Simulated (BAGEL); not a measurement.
# B3LYP/6-31G(d) (density fitting with qzvpp-jkfit, spherical functions) run of BH3SO (SMILES OBS)

What is the energy change on altering one bond length of BH3SO at B3LYP/6-31G* (density fitting with qzvpp-jkfit, spherical functions)? 

The results are computed with BAGEL 1.2.2.

### Step 1. The system as given

BH3SO: 6 atoms, total charge 0, spin state singlet. As SMILES, `OBS`. The coordinates come from a PBE0-D4/def2-TZVP relaxation. This is one conformer, not always the lowest.

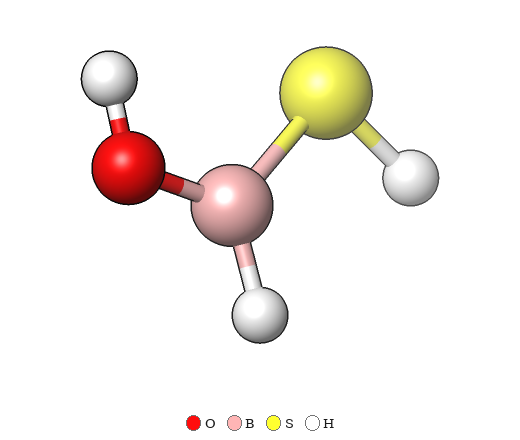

The structure, seen from a chosen angle (oxygen red, boron pink, sulfur yellow, hydrogen white).

### Step 2. A single-point energy at B3LYP/6-31G(d) (density fitting with qzvpp-jkfit, spherical functions)

The input, calc.json:

```json
{ "bagel" : [

{
  "title" : "molecule",
  "basis" : "6-31gs.json",
  "df_basis" : "qzvpp-jkfit",
  "angstrom" : true,
  "geometry" : [
    { "atom" : "O", "xyz" : [      -1.104400,      -0.090400,      -1.001800 ] },
    { "atom" : "B", "xyz" : [       0.054600,       0.169700,      -0.358100 ] },
    { "atom" : "S", "xyz" : [       0.336900,      -0.392500,       1.342100 ] },
    { "atom" : "H", "xyz" : [      -1.753100,      -0.587100,      -0.495400 ] },
    { "atom" : "H", "xyz" : [       0.894300,       0.783600,      -0.941900 ] },
    { "atom" : "H", "xyz" : [       1.571700,       0.116600,       1.455100 ] }
  ]
},

{
  "title" : "ks",
  "xc_func" : "b3lyp"
},

{
  "title" : "print",
  "file" : "orbitals.molden",
  "orbitals" : true
}

]}
```

The basis set 6-31G* is read from a file made from the Basis Set Exchange's data (not shown).

Command:

```console
$ BAGEL_NUM_THREADS=1 BAGEL calc.json > calc.out
```

Standard output:

```text
* using 1 threads per process

  ===============================================================
  ===============================================================

  *** Geometry ***

  { "atom" : "O", "xyz" : [     -2.087014,     -0.170831,     -1.893128 ] },
  { "atom" : "B", "xyz" : [      0.103179,      0.320687,     -0.676711 ] },
  { "atom" : "S", "xyz" : [      0.636649,     -0.741718,      2.536201 ] },
  { "atom" : "H", "xyz" : [     -3.312879,     -1.109458,     -0.936170 ] },
  { "atom" : "H", "xyz" : [      1.689982,      1.480789,     -1.779933 ] },
  { "atom" : "H", "xyz" : [      2.970083,      0.220342,      2.749740 ] },

  Number of auxiliary basis functions:      334

  Since a DF basis is specified, we compute 2- and 3-index integrals:
    o Being stored without compression. Storage requirement is 0.007 GB

  Number of basis functions:       52
  Number of electrons      :       32

    * METHOD: MOLECULE                             0.09

  *** Kohn-Sham DFT ***

    * Removing 9720 points whose weight is below 1.00e-10
    * Grid points: 79716

  === Nuclear Repulsion ===
    88.7688684799

       - DIIS with orbital gradients will be used.

  === KS iteration (b3lyp / 6-31gs.json) ===
      0       -486.19673511          0.14314192           0.14
      1       -484.00748354          0.20057867           0.12
      2       -489.90371189          0.14158935           0.10
      3       -498.51270941          0.09595811           0.10
      4       -499.56949503          0.04316226           0.10
      5       -499.63905463          0.05337314           0.10
      6       -499.90915563          0.03639124           0.10
      7       -500.10867877          0.01108605           0.11
      8       -500.13102480          0.00269258           0.10
      9       -500.13262969          0.00043768           0.10
     10       -500.13266346          0.00012674           0.10
     11       -500.13267023          0.00003508           0.10
     12       -500.13267077          0.00000246           0.10
     13       -500.13267077          0.00000062           0.10
     14       -500.13267077          0.00000051           0.10
     15       -500.13267077          0.00000010           0.10
     16       -500.13267077          0.00000003           0.10
     17       -500.13267077          0.00000001           0.10
    * SCF iteration converged.

    * Permanent dipole moment:
           (    0.073919,     0.102838,    -0.171958) a.u.

    * METHOD: KS                                   2.19

    * METHOD: PRINT                                0.01

  ===============================================================
```

Run time: 2.5 s. Hardware: 1 thread of Arm Neoverse V1, shared host; peak memory 0.22 GiB.

### Step 3. The distorted shape, same level

The input, calc.json:

```json
{ "bagel": [

{
  "title": "molecule",
  "basis": "6-31gs.json",
  "df_basis": "qzvpp-jkfit",
  "angstrom": true,
  "geometry": [
    { "atom": "O", "xyz": [      -1.524241,      -0.397344,      -0.709906 ] },
    { "atom": "B", "xyz": [      -0.365241,      -0.137244,      -0.066206 ] },
    { "atom": "S", "xyz": [      -0.082941,      -0.699444,       1.633994 ] },
    { "atom": "H", "xyz": [      -2.172941,      -0.894044,      -0.203506 ] },
    { "atom": "H", "xyz": [       0.894300,       0.783600,      -0.941900 ] },
    { "atom": "H", "xyz": [       1.151859,      -0.190344,       1.746994 ] }
  ]
},

{ "title": "ks", "xc_func": "b3lyp" },

{ "title": "print", "file": "orbitals.molden", "orbitals": true }

]}
```

The basis set 6-31G* is read from a file made from the Basis Set Exchange's data (not shown).

Command:

```console
$ BAGEL_NUM_THREADS=1 BAGEL calc.json > calc.out
```

Standard output:

```text
* using 1 threads per process

  ===============================================================
  ===============================================================

  *** Geometry ***

  { "atom" : "O", "xyz" : [     -2.880398,     -0.750871,     -1.341528 ] },
  { "atom" : "B", "xyz" : [     -0.690205,     -0.259354,     -0.125111 ] },
  { "atom" : "S", "xyz" : [     -0.156736,     -1.321758,      3.087801 ] },
  { "atom" : "H", "xyz" : [     -4.106263,     -1.689498,     -0.384571 ] },
  { "atom" : "H", "xyz" : [      1.689982,      1.480789,     -1.779933 ] },
  { "atom" : "H", "xyz" : [      2.176698,     -0.359698,      3.301340 ] },

  Number of auxiliary basis functions:      334

  Since a DF basis is specified, we compute 2- and 3-index integrals:
    o Being stored without compression. Storage requirement is 0.007 GB

  Number of basis functions:       52
  Number of electrons      :       32

    * METHOD: MOLECULE                             0.09

  *** Kohn-Sham DFT ***

    * Removing 9197 points whose weight is below 1.00e-10
    * Grid points: 80239

  === Nuclear Repulsion ===
    87.0935330164

       - DIIS with orbital gradients will be used.

  === KS iteration (b3lyp / 6-31gs.json) ===
      0       -486.22082040          0.14162470           0.14
      1       -484.90571830          0.19565991           0.12
      2       -490.30903199          0.13867190           0.10
      3       -498.59767475          0.09198786           0.10
      4       -499.29561703          0.04906716           0.10
      5       -499.62339353          0.05083706           0.10
      6       -499.88698021          0.03256730           0.10
      7       -500.03275787          0.01157842           0.10
      8       -500.06167073          0.00320568           0.10
      9       -500.06424527          0.00043292           0.10
     10       -500.06428328          0.00012552           0.10
     11       -500.06428929          0.00002444           0.10
     12       -500.06428956          0.00000681           0.10
     13       -500.06428957          0.00000243           0.10
     14       -500.06428957          0.00000188           0.10
     15       -500.06428957          0.00000027           0.10
     16       -500.06428957          0.00000009           0.10
     17       -500.06428957          0.00000005           0.10
     18       -500.06428957          0.00000001           0.10
     19       -500.06428957          0.00000000           0.10
    * SCF iteration converged.

    * Permanent dipole moment:
           (    0.305025,     0.313641,    -0.435840) a.u.

    * METHOD: KS                                   2.33

    * METHOD: PRINT                                0.01

  ===============================================================
```

Run time: 2.6 s. Hardware: 1 thread of Arm Neoverse V1, shared host; peak memory 0.22 GiB.

### Step 4. Summary of results

At B3LYP/6-31G* (density fitting with qzvpp-jkfit, spherical functions):

```
                                                         quantity          value
                                        first shape: total energy  -500.13267 Eh
                                       first shape: dipole moment         0.54 D
                                         first shape: HOMO energy       -7.46 eV
                                         first shape: LUMO energy        0.20 eV
                                       first shape: HOMO–LUMO gap        7.66 eV
                                    distorted shape: total energy  -500.06429 Eh
                                   distorted shape: dipole moment         1.57 D
                                     distorted shape: HOMO energy       -7.56 eV
                                     distorted shape: LUMO energy       -0.08 eV
                                   distorted shape: HOMO–LUMO gap        7.48 eV
energy change with the B2–H5 bond stretched from 1.193 to 1.789 Å       1.861 eV
```

**Reading.** With the B2–H5 bond stretched from 1.193 to 1.789 Å the energy rises by 1.86 eV (180 kJ/mol). The first shape isn't relaxed at this level, so the change isn't measured from a minimum.
